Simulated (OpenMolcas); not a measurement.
# InHCl2: excited-state calculation (part 1 of 3)

InHCl2, computed with CASPT2/ANO-RCC-VDZ, DKH2 (OpenMolcas 26.06).

Some settings of this run were made unusual or wrong on purpose. The geometry comes from this level: PBE0-D4/def2-TZVP.

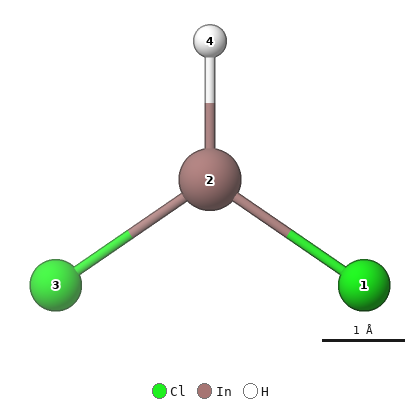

**Figure 1.** The structure as given in the input (ball-and-stick view, seen at a tilt; atoms are numbered from 1 in the order of the input). Sticks mark near contacts. Bond lengths as drawn: Cl–In 2.31 Å and H–In 1.69 Å.

**Input**
```
>>> EXPORT MOLCAS_PRINT=2

&GATEWAY
  Coord
  input.xyz
  Basis
  ANO-RCC-VDZ
  Group
  NoSym

&SEWARD

&RASSCF
  FileOrb
  $CurrDir/step2.RasOrb
  Spin
  1
  Nactel
  4 0 0
  Inactive
  40
  Ras2
  3
  CIRoot
  4 4 1
  OrbListing
  Nothing

&CASPT2
  Multistate
  all
  IPEA
  3
```

**File input.xyz**
```
4

Cl    -1.807300     0.708800    -0.992600
In     0.149700     0.132200     0.095600
Cl     0.538000    -2.146000     0.019800
H      1.175200     1.244600     0.856900
```

Machine: 1 thread of Arm Neoverse N1, 16 GiB of memory available, shared host.

Launch command:
```bash
export MOLCAS_MEM=1860
pymolcas step19.inp > step19.log
```

**What the program printed**
```
--- Start Module: gateway ---

                                              &GATEWAY

                       available to each process: 1.9 GB of memory, 1 thread

++    Symmetry information:
      ---------------------

                    Character Table for C1

                             E
                    a        1  x, y, xy, Rz, z, xz, Ry, yz, Rx, I
--

++    Basis set information:
      ----------------------

      Basis set label: CL.ANO-RCC...4S3P.

      Electronic valence basis set:
      ------------------
      Associated Effective Charge  17.000000 au
      Associated Actual Charge     17.000000 au
      Nuclear Model: Point charge

      Shell  nPrim  nBasis  Cartesian Spherical Contaminant
         s      17       4        X
         p      12       3        X

      Basis set label: IN.ANO-RCC...6S5P2D.

      Electronic valence basis set:
      ------------------
      Associated Effective Charge  49.000000 au
      Associated Actual Charge     49.000000 au
      Nuclear Model: Point charge

      Shell  nPrim  nBasis  Cartesian Spherical Contaminant
         s      22       6        X
         p      19       5        X
         d      13       2                 X

      Basis set label: CL.ANO-RCC...4S3P.

      Electronic valence basis set:
      ------------------
      Associated Effective Charge  17.000000 au
      Associated Actual Charge     17.000000 au
      Nuclear Model: Point charge

      Shell  nPrim  nBasis  Cartesian Spherical Contaminant
         s      17       4        X
         p      12       3        X

      Basis set label: H.ANO-RCC...2S.

      Electronic valence basis set:
      ------------------
      Associated Effective Charge   1.000000 au
      Associated Actual Charge      1.000000 au
      Nuclear Model: Point charge

      Shell  nPrim  nBasis  Cartesian Spherical Contaminant
         s       8       2        X
--

++    Molecular structure info:
      -------------------------

                    ************************************************
                    **** Cartesian Coordinates / bohr, angstrom ****
                    ************************************************

     Center  Label                x              y              z                     x              y              z
        1      CL1             -3.415302       1.339438      -1.875742             -1.807300       0.708800      -0.992600
        2      IN2              0.282892       0.249822       0.180658              0.149700       0.132200       0.095600
        3      CL3              1.016673      -4.055352       0.037417              0.538000      -2.146000       0.019800
        4      H4               2.220806       2.351953       1.619306              1.175200       1.244600       0.856900

                    ***************************************
                    *    InterNuclear Distances / bohr    *
                    ***************************************

               1 CL1           2 IN2           3 CL3           4 H4
    1 CL1      0.000000
    2 IN2      4.369517        0.000000
    3 CL3      7.239222        4.369608        0.000000
    4 H4       6.708671        3.200653        6.708642        0.000000

                    *******************************************
                    *    InterNuclear Distances / angstrom    *
                    *******************************************

               1 CL1           2 IN2           3 CL3           4 H4
    1 CL1      0.000000
    2 IN2      2.312249        0.000000
    3 CL3      3.830831        2.312297        0.000000
    4 H4       3.550076        1.693712        3.550060        0.000000
--

            Nuclear Potential Energy            441.57271221 au

--- Stop Module: gateway /rc=_RC_ALL_IS_WELL_ ---

--- Start Module: seward ---

                                              &SEWARD

                       available to each process: 1.9 GB of memory, 1 thread

               SEWARD will generate:
                  Multipole Moment integrals up to order  2
                  Kinetic Energy integrals
                  Nuclear Attraction integrals (point charge)
                  One-Electron Hamiltonian integrals
                  Velocity integrals
                  Relativistic Douglas-Kroll-Hess integrals:
                    - Parametrization         : EXP
                    - DKH order of Hamiltonian: 2
                    - DKH order of Properties : 0
                         - multipole moment operators
                         - electric potential operators
                         - contact operators
                  Orbital angular momentum around ( -0.2644  -0.3438  -0.2254 )
                  Velocity quadrupole around ( -0.2644  -0.3438  -0.2254 )
                  Atomic mean-field integrals
                  Two-Electron Repulsion integrals

                   Integrals are discarded if absolute value <: 1.00E-14
                   Integral cutoff threshold is set to       <: 1.00E-16

            Nuclear Potential Energy            441.57271221 au

      Basis set specifications :
      Symmetry species         a
      Basis functions           59

--- Stop Module: seward /rc=_RC_ALL_IS_WELL_ ---
--- Module seward spent 6 seconds ---

--- Start Module: rasscf ---

                                              &RASSCF

                       available to each process: 1.9 GB of memory, 1 thread

      Header of the ONEINT file:
      --------------------------

      OrdInt status: non-squared

      Cartesian coordinates in angstrom:
      -----------------------------------------------------
      No.  Label        X            Y            Z
      -----------------------------------------------------
       1   CL1       -1.80730000   0.70880000  -0.99260000
       2   IN2        0.14970000   0.13220000   0.09560000
       3   CL3        0.53800000  -2.14600000   0.01980000
       4   H4         1.17520000   1.24460000   0.85690000
      -----------------------------------------------------
      Nuclear repulsion energy =  441.57271221

++    Wave function specifications:
      -----------------------------

      Number of closed shell electrons          80
      Number of electrons in active shells       4
      Max number of holes in RAS1 space          0
      Max nr of electrons in RAS3 space          0
      Number of inactive orbitals               40
      Number of active orbitals                  3
      Number of secondary orbitals              16
      Spin quantum number                      0.0
      State symmetry                             1
--

++    Orbital specifications:
      -----------------------

      Symmetry species                           1
                                                 a
      Frozen orbitals                            0
      Inactive orbitals                         40
      Active orbitals                            3
      RAS1 orbitals                              0
      RAS2 orbitals                              3
      RAS3 orbitals                              0
      Secondary orbitals                        16
      Deleted orbitals                           0
      Number of basis functions                 59
--

++    CI expansion specifications:
      ----------------------------

      Number of CSFs                             6
      Number of spin combinations                6
      Number of determinants                     9
      Number of root(s) required                 4
      Root chosen for geometry opt.              4
      CI roots used                              1     2     3     4
      weights                                0.250 0.250 0.250 0.250
      highest root included in the CI            4
      max. size of the explicit Hamiltonian      6
--

++    Optimization specifications:
      ----------------------------

      RASSCF algorithm: Conventional
      Maximum number of macro iterations       200
      Maximum number of SX iterations          100
      Threshold for RASSCF energy            1.000E-08
      Threshold for max MO rotation          1.000E-01
      Threshold for max BLB element          1.000E-04
      Level shift parameter                  5.000E-01
      Make Quasi-Newton update
--

      The MO-coefficients are taken from the file:
      step2.RasOrb
      Title: RASSCF average (pseudo-natural) orbitals

      Total molecular charge    0.00

      ************************************************************************************************************************
      *                                            Wave function control section                                             *
      ************************************************************************************************************************

                                         RASSCF iterations: Energy and convergence statistics
                                         ----------------------------------------------------

          iter iter root      energy       change     param      element    value   shift minimum  type update hh:mm:ss
 Nr of preliminary CI iterations:   1
      Total energies have been shifted. Add                -6000.00 au
        1   1    3    0  -799.29471866    0.00E+00  -1.58E-05   43  44 1 -9.11E-06   0.29   0.00    SX    NO    0:00:00
        2   1    3    0  -799.29471866   -4.82E-10  -1.57E-05   43  44 1 -9.05E-06   0.29   0.00    SX    NO    0:00:00
        3   1    3    0  -799.29471866   -3.82E-10  -1.56E-05   43  44 1 -8.99E-06   0.29   0.00    SX    NO    0:00:00
        4   1    3    0  -799.29471866   -3.32E-10  -1.55E-05   43  44 1 -8.93E-06   0.29   0.00    SX    NO    0:00:00
      Convergence after  4 iterations
        5   1    3    0  -799.29471866   -3.29E-10  -1.55E-05   43  44 1 -8.87E-06   0.29   0.00    SX    NO    0:00:00

      ************************************************************************************************************************
                                                      Wave function printout:
                       occupation of active orbitals, and spin coupling of open shells (u,d: Spin up or down)
      ************************************************************************************************************************

      Note: transformation to natural orbitals
      has been made, which may change the order of the CSFs.

      printout of CI-coefficients larger than  0.05 for root  1
      energy=   -6799.537223
      conf/sym  111     Coeff  Weight
             1  220   0.95464 0.91134
             4  u2d  -0.29634 0.08782

      printout of CI-coefficients larger than  0.05 for root  2
      energy=   -6799.303675
      conf/sym  111     Coeff  Weight
             2  2ud   1.00000 1.00000

      printout of CI-coefficients larger than  0.05 for root  3
      energy=   -6799.282342
      conf/sym  111     Coeff  Weight
             1  220  -0.29583 0.08752
             3  202  -0.14132 0.01997
             4  u2d  -0.93408 0.87250
             6  022   0.14145 0.02001

      printout of CI-coefficients larger than  0.05 for root  4
      energy=   -6799.055634
      conf/sym  111     Coeff  Weight
             3  202  -0.70439 0.49616
             4  u2d   0.19920 0.03968
             6  022   0.68050 0.46308

      Natural orbitals and occupation numbers for root  1
      sym 1:   1.998183   1.998723   0.003094

      Natural orbitals and occupation numbers for root  2
      sym 1:   2.000000   1.000124   0.999876

      Natural orbitals and occupation numbers for root  3
      sym 1:   1.234791   1.960060   0.805149

      Natural orbitals and occupation numbers for root  4
      sym 1:   0.992349   1.007677   1.999974

      ************************************************************************************************************************
      *                                                    Final results                                                     *
      ************************************************************************************************************************

++    Final optimization conditions:
      ------------------------------

      Average CI energy                           -6799.29471866
      RASSCF energy for state  4                  -6799.05563418
      Super-CI energy                                -0.00000000
      RASSCF energy change                           -0.00000000
      Max change in MO coefficients              -2.006E-05
      Max non-diagonal density matrix element    -1.548E-05
      Maximum BLB matrix element                 -8.874E-06
      (orbital pair  43,  44 in symmetry   1)
      Norm of electronic gradient            2.442E-01
--

      Final state energy(ies):
      ------------------------

::    RASSCF root number  1 Total energy:  -6799.53722265
::    RASSCF root number  2 Total energy:  -6799.30367534
::    RASSCF root number  3 Total energy:  -6799.28234246
::    RASSCF root number  4 Total energy:  -6799.05563418
      Von Neumann Entropy (Root   1) =  0.01668

      Mulliken population analysis for root number:  1
      -----------------------------------------------

++    Molecular charges:
      ------------------

      Mulliken charges per centre
      ---------------------------

                CL1     IN2     CL3     H4
      Total   17.5926 47.8018 17.5926  1.0130

      N-E     -0.5926  1.1982 -0.5926 -0.0130

      Total electronic charge=   84.000000

      Total            charge=   -0.000000
--

      Expectation values of various properties for root number:  1
      -----------------------------------------------------------

++    Molecular properties:
      ---------------------

      Charge (e):
                      =   -0.0000
      Dipole Moment (debye):
      Origin of the operator (angstrom)=   -0.1399   -0.1819   -0.1193
                   X=  3.2086E+00               Y=  3.4803E+00               Z=  2.3797E+00           Total=  5.2982E+00
      Quadrupole Moment (debye*angstrom):
      Origin of the operator (angstrom)=   -0.1399   -0.1819   -0.1193
                  XX= -5.8021E+01              XY=  6.7362E+00              XZ= -5.3013E+00              YY= -6.2253E+01
                  YZ=  2.0368E+00              ZZ= -5.0484E+01
      In traceless form (debye*angstrom)
                  XX= -1.6522E+00              XY=  1.0104E+01              XZ= -7.9519E+00              YY= -8.0001E+00
                  YZ=  3.0552E+00              ZZ=  9.6523E+00
--

      LoProp population analysis for root number:  1
      -----------------------------------------------

++    LoProp analysis:
      ----------------

++    Static properties:
      ------------------

      LoProp Charges per center

                   CL1      IN2      CL3      H4
      Nuclear     17.0000  49.0000  17.0000   1.0000
      Electronic -17.4616 -48.0480 -17.4616  -1.0289

      Total       -0.4616   0.9520  -0.4616  -0.0289
--

      Natural Bond Order analysis for root number:  1
```
